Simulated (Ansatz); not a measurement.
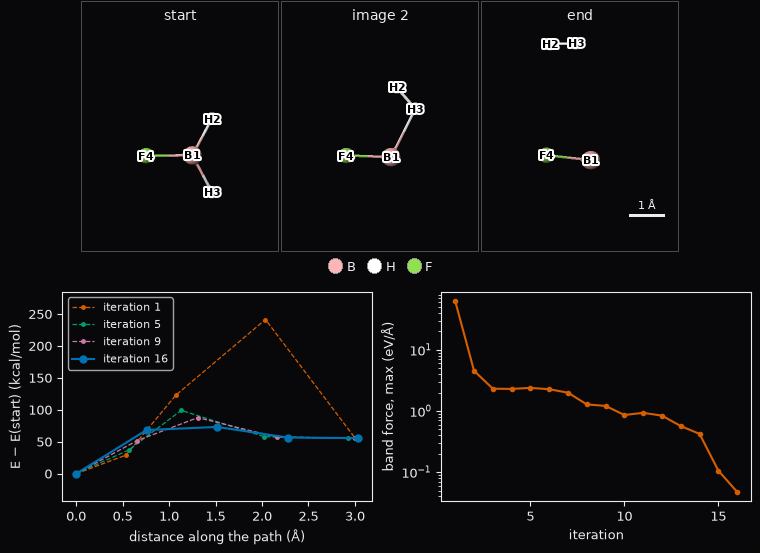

A nudged-elastic-band calculation for BH2F. Images are numbered from 0 (start) to 4 (end). The plot follows the band through its iterations. A ball-and-stick model, seen face on.

These are results of RKS BLYP-D4/6-31G* in Ansatz, not measurements. Settings: 3 movable images; no climbing image; force threshold 0.05 eV/Å; iteration limit 60; starting path through a guess of the saddle point.

### How did the profile develop, and is the result final?

The run is converged, with reservations. The band converged in 16 iterations. The largest component of the band force went from 62 to 0.047 eV/Å. No image climbed, so the highest image needn't lie on the saddle point, and the true maximum along this path can be higher. So few images resolve the path coarsely. The first iteration put the highest image at 241.5 kcal/mol. Forward barrier 73.3 kcal/mol, backward barrier 17.5 kcal/mol, with image 2 at the top; the reaction energy is +55.7 kcal/mol.

Cost: 21 s on 1 thread of Arm Neoverse V1, with other jobs on the host, peak memory 0.079 GiB.
